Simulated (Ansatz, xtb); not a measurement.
# Redistribution: CH2FI + C2H4FI → CH2I2 + C2H4F2

Species: CH2FI `FCI`, singlet; C2H4FI (1-fluoro-2-iodoethane) `FCCI`, singlet; CH2I2 (diiodomethane) `ICI`, singlet; C2H4F2 (1,2-difluoroethane) `FCCF`, singlet. The partners trade F for I; both sit on C, so the bond types are kept.

Shapes, held fixed at every level: PBE0-D4/def2-TZVP. Flexible molecules stand in one conformer, not always the lowest. Programs: Ansatz 0.2.0, xtb 6.7.1. The zero-point and thermal change to 298 K, harmonic and unscaled (PBE0-D4/def2-TZVP), is -0.9 kJ/mol.

```json
{"level": "GFN2-xTB", "kind": "semi-empirical", "ΔH(298 K) (kJ/mol)": "+18.1", "less CCSD(T)/def2-TZVPP": "+13.1"}
{"level": "r2SCAN-D4/def2-TZVPP", "kind": "meta-GGA", "ΔH(298 K) (kJ/mol)": "+9.4", "less CCSD(T)/def2-TZVPP": "+4.4"}
{"level": "PBE0-D4/def2-TZVPP", "kind": "global hybrid", "ΔH(298 K) (kJ/mol)": "+6.3", "less CCSD(T)/def2-TZVPP": "+1.3"}
{"level": "r2SCAN0-D4/def2-TZVPP", "kind": "global hybrid", "ΔH(298 K) (kJ/mol)": "+7.4", "less CCSD(T)/def2-TZVPP": "+2.4"}
{"level": "B2PLYP/def2-TZVPP", "kind": "double hybrid", "ΔH(298 K) (kJ/mol)": "+4.9", "less CCSD(T)/def2-TZVPP": "-0.1"}
{"level": "MP2/def2-SVP", "kind": "perturbation theory", "ΔH(298 K) (kJ/mol)": "+2.3", "less CCSD(T)/def2-TZVPP": "-2.7"}
{"level": "MP2/def2-TZVPP", "kind": "perturbation theory", "ΔH(298 K) (kJ/mol)": "+2.3", "less CCSD(T)/def2-TZVPP": "-2.7"}
{"level": "CCSD/def2-TZVPP", "kind": "coupled cluster or CI", "ΔH(298 K) (kJ/mol)": "+4.2", "less CCSD(T)/def2-TZVPP": "-0.8"}
{"level": "CCSD(T)/def2-TZVPP", "kind": "coupled cluster or CI", "ΔH(298 K) (kJ/mol)": "+5.0", "less CCSD(T)/def2-TZVPP": "0.0"}
```

The highest level, CCSD(T)/def2-TZVPP, gives ΔH(298 K) = +5.0 kJ/mol; the levels span +2.3 to +18.1. The column of differences is taken from that level and isn't an error. No measured value is set beside it here. For atoms past krypton def2 sets carry core potentials with scalar relativity. Outer-core shells of I are correlated, in sets that cover them unevenly.

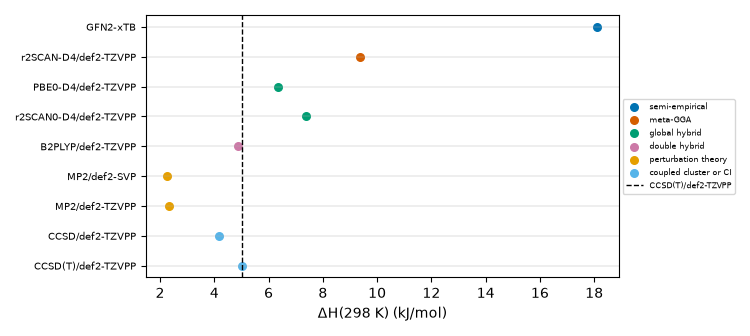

The values of the table, level by level.
